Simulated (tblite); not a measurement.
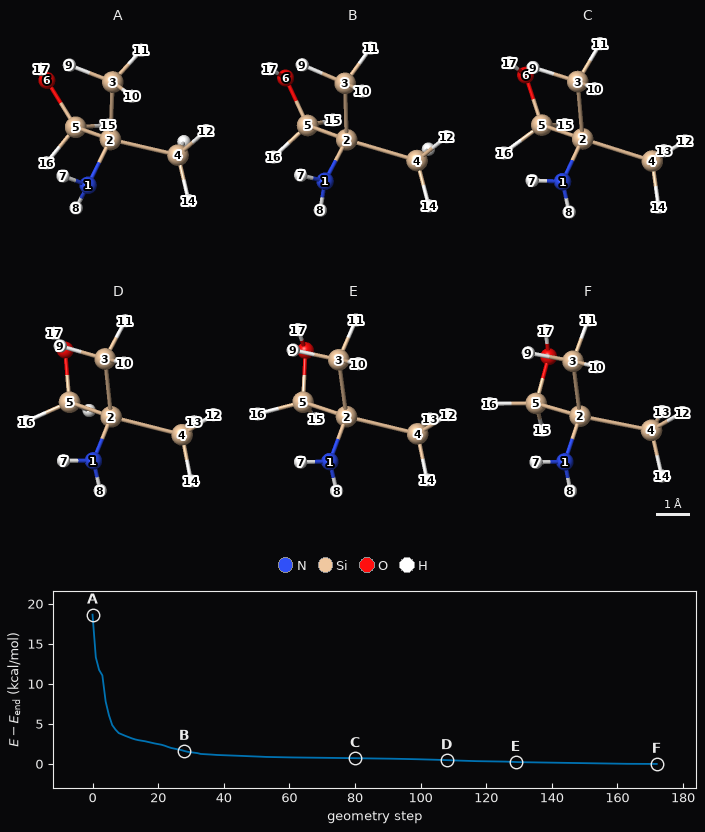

Frames of a relaxation of Si₄NH₁₁O, marked on the history of the run. A ball-and-stick model, seen from a free direction.

All numbers below come from GFN2-xTB geometry optimisation, gas phase in tblite. 

> Describe the path.

The atom that moves furthest after the best rigid fit is H17 (1.56 Å). Largest moves by element: H 1.56 Å, O 1.17 Å, Si 0.40 Å, N 0.22 Å. Near-neighbour distances that change, for instance: Si2–Si5 2.215 → 2.341 Å, Si2–Si4 2.222 → 2.337 Å, Si2–Si3 2.238 → 2.341 Å, Si5–O6 1.710 → 1.634 Å. Among the angles between lasting bonds that change: Si2–Si5–H15 107.2° → 117.9°, Si2–Si3–H10 106.5° → 116.5°, O6–Si5–H15 109.1° → 99.7°. Groups turn about Si2–Si5 by about 60°, Si5–O6 by about 45°, N1–Si2 by about 30°. Over 172 geometry steps the energy falls by 18.7 kcal/mol. From step 0 to 28: H15 moves most (0.45 Å), energy −17.0 kcal/mol. From step 28 to 80: H8 moves most (0.47 Å), energy −0.90 kcal/mol. From step 80 to 108: H17 moves most (0.49 Å), energy −0.25 kcal/mol. From step 108 to 129: H17 moves most (0.39 Å), energy −0.23 kcal/mol. From step 129 to 172: H17 moves most (0.60 Å), energy −0.24 kcal/mol.

```
step  E − E(0), kcal/mol
   0                0.00
   1               -5.33
   2               -6.90
   3               -7.59
   4              -10.85
   5              -12.56
   6              -13.79
   7              -14.36
   8              -14.80
   9              -14.97
  10              -15.14
  19              -16.09
  27              -16.91
  36              -17.47
  44              -17.61
  53              -17.77
  61              -17.84
  70              -17.87
  78              -17.91
  87              -17.98
  95              -18.02
 104              -18.12
 112              -18.24
 121              -18.32
 129              -18.41
 138              -18.49
 146              -18.54
 155              -18.59
 163              -18.63
 172              -18.65
```
